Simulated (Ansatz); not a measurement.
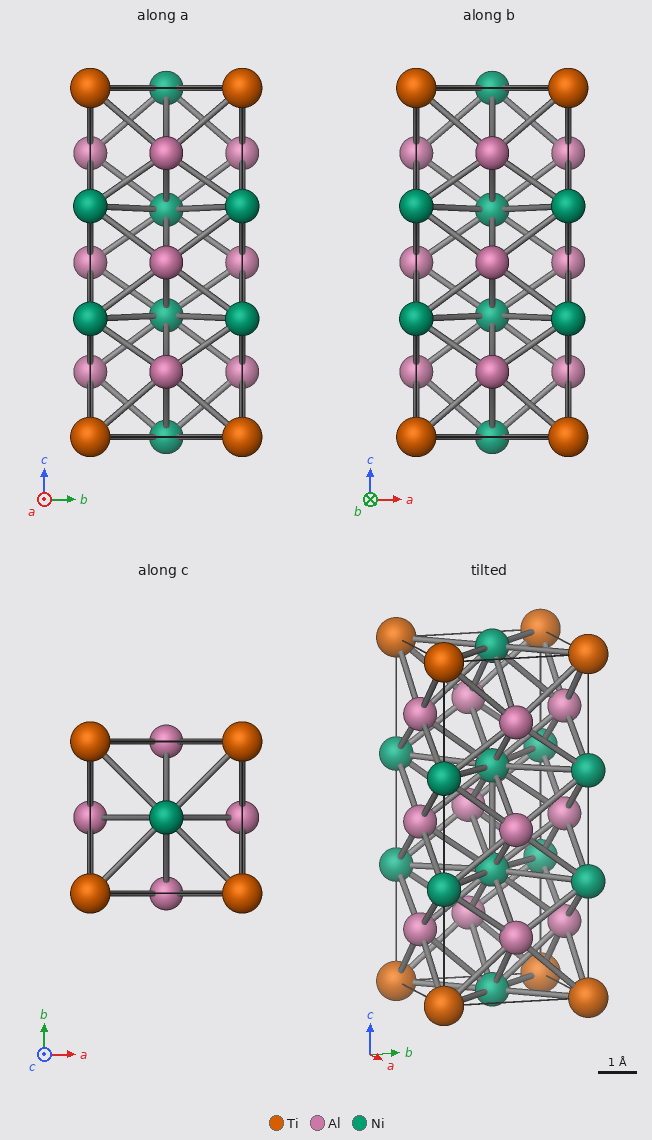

Ball-and-stick drawing of the structure, looking along the a axis, along the b axis, along the c axis and slightly off an axis. The conventional unit cell is drawn as a box.

Lattice parameters: a = 4.066 Å, b = 4.066 Å, c = 9.341 Å, α = 90.00°, β = 90.00°, γ = 90.00°. Put a along x and b in the xy plane.

Reconstruct the structure as a POSCAR file, with free fractional coordinates to two decimals.

```
Ti Al Ni
1.0
     4.066    0.000    0.000
     0.000    4.066    0.000
     0.000    0.000    9.341
Ti Al Ni
1 6 5
Direct
  0.00 0.00 0.00
  0.50 0.00 0.50
  0.00 0.50 0.50
  0.50 0.00 0.81
  0.00 0.50 0.81
  0.50 0.00 0.19
  0.00 0.50 0.19
  0.00 0.00 0.66
  0.50 0.50 0.65
  0.50 0.50 0.00
  0.00 0.00 0.34
  0.50 0.50 0.35
```

Provenance: a structure type filled with these elements by a generator (whether the compound takes this form wasn't checked). Relaxation method: DFT PBE, scalar-relativistic, plane waves, PAW in Ansatz.
